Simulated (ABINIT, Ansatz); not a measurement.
**How the form of the self-energy moves the gap of MgZrF6 (Fm-3m)**

Aim: compare treatments of exchange, screening and correlation for the gap of MgZrF6 (Fm-3m).

Calculated with ABINIT 10.8.3; LDA and many-body steps on it, plane waves.

**1. The structure**

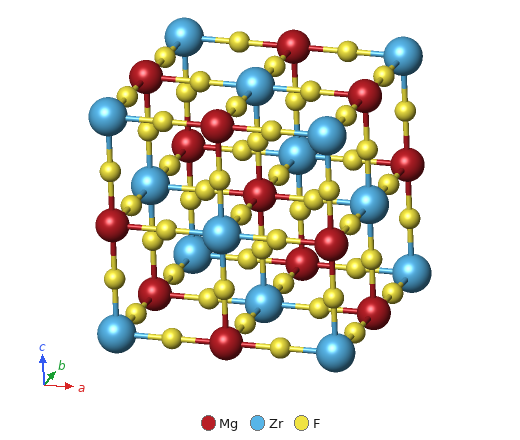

Start, viewed slightly off an axis; magnesium red, zirconium blue, fluorine yellow. This picture shows the conventional cell, with its axes. Some periodic images of atoms are drawn too.

The cell and positions are those that the Materials Project relaxed with its own functionals (PBE, PBE+U or r2SCAN), kept fixed.

**2. Empty states on the mesh, 2×2×2 mesh, 260 bands**

This step: ABINIT 10.8.3; DFT, LDA, plane waves, norm-conserving pseudopotentials.

The sums over transitions need many empty states on a uniform mesh; this step solves for them.

run.abi reads:

```
acell 3*1.0 Angstrom
rprim 
  0.000000000000 3.988016550000 3.988016550000
  3.988016550000 0.000000000000 3.988016550000
  3.988016550000 3.988016550000 -0.000000000000
ntypat 3
znucl 12 40 9
natom 8
typat 1 2 3 3 3 3 3 3
xred 
  0.500000000000 0.500000000000 0.500000000000
  0.000000000000 0.000000000000 0.000000000000
  0.747623080000 0.252376920000 0.252376920000
  0.252376920000 0.747623080000 0.747623080000
  0.252376920000 0.747623080000 0.252376920000
  0.747623080000 0.252376920000 0.747623080000
  0.252376920000 0.252376920000 0.747623080000
  0.747623080000 0.747623080000 0.252376920000
pp_dirpath "pseudos"
pseudos "Mg.upf, Zr.upf, F.upf"
ecut 38
ngkpt 2 2 2
nshiftk 1
shiftk 0 0 0
kptopt 1
chksymbreak 0
iscf -2
irdden 1
istwfk *1
nband 260
nbdbuf 22
tolwfr 1e-09
nstep 60
prtvol 0
indata_prefix "in"
outdata_prefix "out"
tmpdata_prefix "tmp"
```

Started as:

```console
$ OMP_NUM_THREADS=1 mpirun -n 4 abinit run.abi > log
```

Numbers of over 12 decimals in the logs are rounded to 6 here.

The log of the run:

```text
.Version 10.8.3 of ABINIT. v10.8.2 released Aug 2026.

 Symmetries : space group Fm -3 m (#225); Bravais cF (face-center cubic)
[... echo of the input left out ...]
== DATASET  1 ==================================================================
-   mpi_nproc: 4, omp_nthreads: 1 (-1 if OMP is not activated)
-    --> not optimal distribution: autoparal keyword recommended in input file <--

--- !DatasetInfo
iteration_state: {dtset: 1, }
dimensions: {natom: 8, nkpt: 3, mband: 260, nsppol: 1, nspinor: 1, nspden: 1, mpw: 9608, }
cutoff_energies: {ecut:  38.0, pawecutdg:  -1.0, }
[...]
2.87466    2.92131    2.92131    2.92131    2.92722    2.95309    2.95309    2.95314
   2.96211    2.96215    2.96456    2.96458    2.96463    2.96646    2.96647    2.96664
   2.99227    2.99524    3.00177    3.00371
 prteigrs : prtvol=0 or 1, do not print more k-points.

== END DATASET(S) ==============================================================
================================================================================

 -outvars: echo values of variables after computation  --------
            nband         260
             nkpt           3
          spgroup         225
 [... the other variables as echoed above ...]

 Calculation completed.
```

Elapsed: 2.3 min, on 4 MPI ranks of Arm Neoverse V1, shared host; peak memory 0.48 GiB; 9.1 min of CPU time.

Numbers from this step:

```yaml
gap: 6.824 eV
k_of_the_valence_top: 0, 0, 0
k_of_the_conduction_bottom: 0, 0, 0
least_direct_gap: 6.824 eV
k_points_computed: 3
lowest_point_of_the_top_converged_band_above_the_valence_top: 79.3111 eV
```

On this mesh the gap is 6.824 eV.

The density comes from a self-consistent run that is not shown.

**3. Screening, 2×2×2 mesh, 116 bands, screening to 114.3 eV**

The RPA dielectric matrix is built and inverted for each q.

This step: RPA screening on LDA, plane waves, norm-conserving pseudopotentials.

run.abi, as its differences from that of step 2:

```diff
@@ -26,10 +26,11 @@
 chksymbreak 0
-iscf -2
-irdden 1
 istwfk *1
-nband 260
-nbdbuf 22
-tolwfr 1e-09
-nstep 60
-prtvol 0
+occopt 1
+irdwfk 1
+optdriver 3
+nband 116
+ecuteps 4.2
+inclvkb 2
+awtr 1
+symchi 1
 indata_prefix "in"
```

The log of the run:

```text
.Version 10.8.3 of ABINIT. v10.8.2 released Aug 2026.

 Symmetries : space group Fm -3 m (#225); Bravais cF (face-center cubic)
[... echo of the input left out ...]
== DATASET  1 ==================================================================
-   mpi_nproc: 4, omp_nthreads: 1 (-1 if OMP is not activated)

--- !DatasetInfo
iteration_state: {dtset: 1, }
dimensions: {natom: 8, nkpt: 3, mband: 116, nsppol: 1, nspinor: 1, nspden: 1, mpw: 9608, }
cutoff_energies: {ecut:  38.0, pawecutdg:  -1.0, }
electrons: {nelect:   6.40000000E+01, charge:   0.00000000E+00, occopt:   1.00000000E+00, tsmear:   1.00000000E-02, }

 SCREENING: Calculation of the susceptibility and dielectric matrices

 Based on a program developped by R.W. Godby, V. Olevano, G. Onida, and L. Reining.
 Incorporated in ABINIT by V. Olevano, G.-M. Rignanese, and M. Torrent.
.Using double precision arithmetic ; gwpc =  8

[... cell and pseudopotentials left out ...]
--------------------------------------------------------------------------------

 ==== K-mesh for the wavefunctions ====
 Number of points in the irreducible wedge :     3
[... list of points left out ...]
 Together with 48 symmetry operations and time-reversal symmetry
 yields     8 points in the full Brillouin Zone.

 ==== Q-mesh for the screening function ====
 Number of points in the irreducible wedge :     3
[... list of points left out ...]
 Together with 48 symmetry operations and time-reversal symmetry
 yields     8 points in the full Brillouin Zone.

 setmesh: FFT mesh size selected  =    40x   40x   40
          total number of points  =        64000

 vcoul_init : cutoff-mode = AUXILIARY_FUNCTION
 q-points for optical limit:   1
     1)      0.000010    0.000020    0.000030

- screening: taking advantage of time-reversal symmetry
- Maximum band index for partially occupied states nbvw = 32
- Remaining bands to be divided among processors   nbcw = 84
- Number of bands treated by each node ~21

 Number of electrons calculated from density =   64.0000; Expected =   64.0000
 average of density, n =  0.074762
 r_s =    1.4726
 omega_plasma =   26.3753 [eV]

 calculating chi0 at frequencies [eV] :
  1    0.000000E+00    0.000000E+00
  2    0.000000E+00    2.637527E+01

--------------------------------------------------------------------------------
  q-point number  1        q = ( 0.000000, 0.000000, 0.000000) [r.l.u.]
--------------------------------------------------------------------------------
[... chi0 elements left out ...]
 For q-point:  0.000010 0.000020 0.000030
  dielectric constant =   1.9954
  dielectric constant without local fields =   2.2021

  Average fulfillment of the sum rule on Im[epsilon] for q-point    1 :     37.74  [%]
[... wings left out ...]
  q-point number  2        q = ( 0.500000, 0.000000, 0.000000) [r.l.u.]
--------------------------------------------------------------------------------
[... chi0 elements left out ...]
  Average fulfillment of the sum rule on Im[epsilon] for q-point    2 :     43.44  [%]

 [... 1 further q-points ...]
```

The job ended after 27 s (4 MPI ranks; peak memory 1.5 GiB).

This step gave:

```yaml
eps_infinity_with_local_fields_on_this_mesh_along_the_program_s_q_direction: 1.995
the_same_without_local_fields: 2.202
plasma_frequency: 26.38 eV
plane_waves_in_the_screening_matrix: 339
```

Local fields lower ε∞ by 9 %. On a Γ-centred mesh this coarse the value itself is usually too large, while a short band sum pulls it down.

**4. G0W0, Godby-Needs plasmon pole**

The self-energy is evaluated for the states that the input lists, and the levels follow from it, in one-shot runs by the linearised quasiparticle equation.

This step: G0W0 on LDA, plane waves, norm-conserving pseudopotentials.

run.abi, as its differences from that of step 3:

```diff
@@ -29,8 +29,15 @@
 irdwfk 1
-optdriver 3
+optdriver 4
 nband 116
+gwcalctyp 0
+ecutsigx 38
+symsigma 1
+nkptgw 1
+kptgw 
+  0.0000000000 0.0000000000 0.0000000000
+bdgw 
+  30 35
 ecuteps 4.2
-inclvkb 2
-awtr 1
-symchi 1
+irdscr 1
+ppmodel 1
 indata_prefix "in"
```

The log of the run:

```text
.Version 10.8.3 of ABINIT. v10.8.2 released Aug 2026.

 Symmetries : space group Fm -3 m (#225); Bravais cF (face-center cubic)
[... echo of the input left out ...]
== DATASET  1 ==================================================================
-   mpi_nproc: 4, omp_nthreads: 1 (-1 if OMP is not activated)

--- !DatasetInfo
iteration_state: {dtset: 1, }
dimensions: {natom: 8, nkpt: 3, mband: 116, nsppol: 1, nspinor: 1, nspden: 1, mpw: 9608, }
cutoff_energies: {ecut:  38.0, pawecutdg:  -1.0, }
electrons: {nelect:   6.40000000E+01, charge:   0.00000000E+00, occopt:   1.00000000E+00, tsmear:   1.00000000E-02, }

 SIGMA: Calculation of the GW corrections

 Based on a program developped by R.W. Godby, V. Olevano, G. Onida, and L. Reining.
 Incorporated in ABINIT by V. Olevano, G.-M. Rignanese, and M. Torrent.
.Using double precision arithmetic ; gwpc =  8

[... cell and pseudopotentials left out ...]
--------------------------------------------------------------------------------

 ==== K-mesh for the wavefunctions ====
 Number of points in the irreducible wedge :     3
[... list of points left out ...]
 Together with 48 symmetry operations and time-reversal symmetry
 yields     8 points in the full Brillouin Zone.

 ==== Q-mesh for screening function ====
 Number of points in the irreducible wedge :     3
[... list of points left out ...]
 Together with 48 symmetry operations and time-reversal symmetry
 yields     8 points in the full Brillouin Zone.

 vcoul_init : cutoff-mode = AUXILIARY_FUNCTION
 q-points for optical limit:   1
     1)      0.000010    0.000020    0.000030
 setmesh: FFT mesh size selected  =    60x   60x   60
          total number of points  =       216000

 Number of electrons calculated from density =   64.0000; Expected =   64.0000
 average of density, n =  0.074762
 r_s =    1.4726
 omega_plasma =   26.3753 [eV]

 === KS Band Gaps ===
  >>>> For spin  1
   Minimum direct gap =   6.8236 [eV], located at k-point      :   0.0000  0.0000  0.0000
   Fundamental gap    =   6.8236 [eV], Top of valence bands at :   0.0000  0.0000  0.0000
                                       Bottom of conduction at :   0.0000  0.0000  0.0000
 SIGMA fundamental parameters:
 PLASMON POLE MODEL  1
 number of plane-waves for SigmaX                 9577
 number of plane-waves for SigmaC and W            339
 number of plane-waves for wavefunctions          9577
 number of bands                                   116
 number of independent spin polarizations            1
 number of spinorial components                      1
 number of k-points in IBZ                           3
 number of q-points in IBZ                           3
 number of symmetry operations                      48
 number of k-points in BZ                            8
 number of q-points in BZ                            8
 number of frequencies for dSigma/dE                 9
 frequency step for dSigma/dE [eV]                0.25
 number of omega for Sigma on real axis              0
 max omega for Sigma on real axis  [eV]           0.00
 zcut for avoiding poles [eV]                     0.10

 EPSILON^-1 parameters (SCR file):
 dimension of the eps^-1 matrix on file            339
 dimension of the eps^-1 matrix used               339
 number of plane-waves for wavefunctions          9577
 number of bands                                   116
 number of q-points in IBZ                           3
 number of frequencies                               2
 number of real frequencies                          1
 number of imag frequencies                          1

 matrix elements of self-energy operator (all in [eV])

 Perturbative Calculation

--- !SelfEnergy_ee
iteration_state: {dtset: 1, }
kpoint     : [   0.000,    0.000,    0.000, ]
spin       : 1
KS_gap     :    6.824
QP_gap     :   11.915
Delta_QP_KS:    5.091
data: !SigmaeeData |
     Band     E0 <VxcDFT>   SigX SigC(E0)      Z dSigC/dE  Sig(E)    E-E0       E
       30  -2.402 -22.743 -30.118   5.174   0.807  -0.239 -24.519  -1.776  -4.178
       31  -2.402 -22.743 -30.118   5.174   0.807  -0.239 -24.519  -1.776  -4.178
       32  -2.402 -22.743 -30.118   5.174   0.807  -0.239 -24.519  -1.776  -4.178
       33   4.421 -16.374  -9.744  -2.766   0.858  -0.166 -13.059   3.315   7.737
       34   4.421 -16.374  -9.744  -2.766   0.858  -0.166 -13.059   3.315   7.737
       35   4.421 -16.374  -9.744  -2.766   0.858  -0.166 -13.059   3.315   7.737

== END DATASET(S) ==============================================================
================================================================================

 -outvars: echo values of variables after computation  --------
           etotal      0.0000000000E+00
            nband         116
             nkpt           3
          spgroup         225
 [... the other variables as echoed above ...]

 Calculation completed.
```

Run time: 7.2 s. Hardware: 4 MPI ranks; peak memory 1.1 GiB; 28 s of CPU time.

This step gave:

- G0W0 gap on the points computed: 11.91 eV
- starting gap on the mesh: 6.824 eV
- k of the valence top: 0, 0, 0
- k of the conduction bottom: 0, 0, 0
- Z at the valence top: 0.807
- Z at the conduction bottom: 0.858
- least direct G0W0 gap on the computed points: 11.91 eV

The gap on the mesh goes from 6.82 eV to 11.91 eV, a correction of +5.09 eV.

**5. G0W0, Engel-Farid plasmon pole**

run.abi, as its differences from that of step 4:

```diff
@@ -41,3 +41,3 @@
 irdscr 1
-ppmodel 1
+ppmodel 4
 indata_prefix "in"
```

The log of the run:

```text
.Version 10.8.3 of ABINIT. v10.8.2 released Aug 2026.

 Symmetries : space group Fm -3 m (#225); Bravais cF (face-center cubic)
[... echo of the input left out ...]
== DATASET  1 ==================================================================
-   mpi_nproc: 4, omp_nthreads: 1 (-1 if OMP is not activated)

--- !DatasetInfo
iteration_state: {dtset: 1, }
dimensions: {natom: 8, nkpt: 3, mband: 116, nsppol: 1, nspinor: 1, nspden: 1, mpw: 9608, }
cutoff_energies: {ecut:  38.0, pawecutdg:  -1.0, }
electrons: {nelect:   6.40000000E+01, charge:   0.00000000E+00, occopt:   1.00000000E+00, tsmear:   1.00000000E-02, }

 SIGMA: Calculation of the GW corrections

 Based on a program developped by R.W. Godby, V. Olevano, G. Onida, and L. Reining.
 Incorporated in ABINIT by V. Olevano, G.-M. Rignanese, and M. Torrent.
.Using double precision arithmetic ; gwpc =  8

[... cell and pseudopotentials left out ...]
--------------------------------------------------------------------------------

 ==== K-mesh for the wavefunctions ====
 Number of points in the irreducible wedge :     3
[... list of points left out ...]
 Together with 48 symmetry operations and time-reversal symmetry
 yields     8 points in the full Brillouin Zone.

 ==== Q-mesh for screening function ====
 Number of points in the irreducible wedge :     3
[... list of points left out ...]
 Together with 48 symmetry operations and time-reversal symmetry
 yields     8 points in the full Brillouin Zone.

 vcoul_init : cutoff-mode = AUXILIARY_FUNCTION
 q-points for optical limit:   1
     1)      0.000010    0.000020    0.000030
 setmesh: FFT mesh size selected  =    60x   60x   60
          total number of points  =       216000

 Number of electrons calculated from density =   64.0000; Expected =   64.0000
[...]
number of k-points in BZ                            8
 number of q-points in BZ                            8
 number of frequencies for dSigma/dE                 9
 frequency step for dSigma/dE [eV]                0.25
 number of omega for Sigma on real axis              0
 max omega for Sigma on real axis  [eV]           0.00
 zcut for avoiding poles [eV]                     0.10

 EPSILON^-1 parameters (SCR file):
 dimension of the eps^-1 matrix on file            339
 dimension of the eps^-1 matrix used               339
 number of plane-waves for wavefunctions          9577
 number of bands                                   116
 number of q-points in IBZ                           3
 number of frequencies                               2
 number of real frequencies                          1
 number of imag frequencies                          1

 matrix elements of self-energy operator (all in [eV])

 Perturbative Calculation

--- !SelfEnergy_ee
iteration_state: {dtset: 1, }
kpoint     : [   0.000,    0.000,    0.000, ]
spin       : 1
KS_gap     :    6.824
QP_gap     :   12.066
Delta_QP_KS:    5.243
data: !SigmaeeData |
     Band     E0 <VxcDFT>   SigX SigC(E0)      Z dSigC/dE  Sig(E)    E-E0       E
       30  -2.402 -22.743 -30.118   5.186   0.833  -0.201 -24.566  -1.823  -4.226
       31  -2.402 -22.743 -30.118   5.186   0.833  -0.201 -24.566  -1.823  -4.226
       32  -2.402 -22.743 -30.118   5.186   0.833  -0.201 -24.566  -1.823  -4.226
       33   4.421 -16.374  -9.744  -2.746   0.880  -0.136 -12.955   3.419   7.841
       34   4.421 -16.374  -9.744  -2.746   0.880  -0.136 -12.955   3.419   7.841
       35   4.421 -16.374  -9.744  -2.746   0.880  -0.136 -12.955   3.419   7.841

== END DATASET(S) ==============================================================
================================================================================

 -outvars: echo values of variables after computation  --------
           etotal      0.0000000000E+00
            nband         116
             nkpt           3
          spgroup         225
 [... the other variables as echoed above ...]

 Calculation completed.
```

Run time: 5.7 s. Hardware: 4 MPI ranks; peak memory 0.62 GiB; 22 s of CPU time.

This step gave:

| Item | Value |
| --- | --- |
| G0W0 gap on the points computed | 12.07 eV |
| starting gap on the mesh | 6.824 eV |
| k of the valence top | 0, 0, 0 |
| k of the conduction bottom | 0, 0, 0 |
| Z at the valence top | 0.833 |
| Z at the conduction bottom | 0.88 |
| least direct G0W0 gap on the computed points | 12.07 eV |

Against G0W0 in ABINIT (2×2×2 mesh, 116 bands, screening to 114.3 eV, Godby-Needs plasmon pole), the gap moves by +0.152 eV.

**6. G0W0, Hybertsen-Louie plasmon pole**

run.abi, as its differences from that of step 5:

```diff
@@ -41,3 +41,3 @@
 irdscr 1
-ppmodel 4
+ppmodel 2
 indata_prefix "in"
```

The log of the run:

```text
.Version 10.8.3 of ABINIT. v10.8.2 released Aug 2026.

 Symmetries : space group Fm -3 m (#225); Bravais cF (face-center cubic)
[... echo of the input left out ...]
== DATASET  1 ==================================================================
-   mpi_nproc: 4, omp_nthreads: 1 (-1 if OMP is not activated)

--- !DatasetInfo
iteration_state: {dtset: 1, }
dimensions: {natom: 8, nkpt: 3, mband: 116, nsppol: 1, nspinor: 1, nspden: 1, mpw: 9608, }
cutoff_energies: {ecut:  38.0, pawecutdg:  -1.0, }
[...]
33   4.421 -16.374  -9.744  -2.652   0.919  -0.088 -12.717   3.657   8.078
       34   4.421 -16.374  -9.744  -2.652   0.919  -0.088 -12.717   3.657   8.078
       35   4.421 -16.374  -9.744  -2.652   0.919  -0.088 -12.717   3.657   8.078

== END DATASET(S) ==============================================================
================================================================================

 -outvars: echo values of variables after computation  --------
           etotal      0.0000000000E+00
            nband         116
             nkpt           3
          spgroup         225
 [... the other variables as echoed above ...]

 Calculation completed.
```

Wall time 7 s (4 MPI ranks); peak memory 1.1 GiB.

This step gave:

| Quantity | Value |
| --- | --- |
| G0W0 gap on the points computed | 13.10 eV |
| starting gap on the mesh | 6.824 eV |
| k of the valence top | 0, 0, 0 |
| k of the conduction bottom | 0, 0, 0 |
| least direct G0W0 gap on the computed points | 13.10 eV |

Against G0W0 in ABINIT (2×2×2 mesh, 116 bands, screening to 114.3 eV, Godby-Needs plasmon pole), the gap moves by +1.182 eV.

(Part 1 of 2 ends here.)

[Paths, hosts, dates, memory and timing lines, banners, echoed tables and standing remarks are left out of the program output.]

[Logs are printed without paths, hosts, clocks, repeated set-up lines and the standing remarks that a program may print on its own settings, such as how far it seeks lower states.]

[Runs of the session that timed out or met a known fault of the program may be left out.]

[Hosts, paths, dates, database ids (printed as entryN), source tags and the programs' standing remarks are cut or masked in the printed files.]

[G0W0 gaps are taken among the corrected bands and points alone; a level outside them can change the order at an edge.]

[Where Ansatz stands beside ABINIT at settings called matched, ABINIT's density can come from a denser mesh and the files from another edition; pairs whose starting gaps differed by over 0.03 eV were left out, so agreement reads better than it is.]
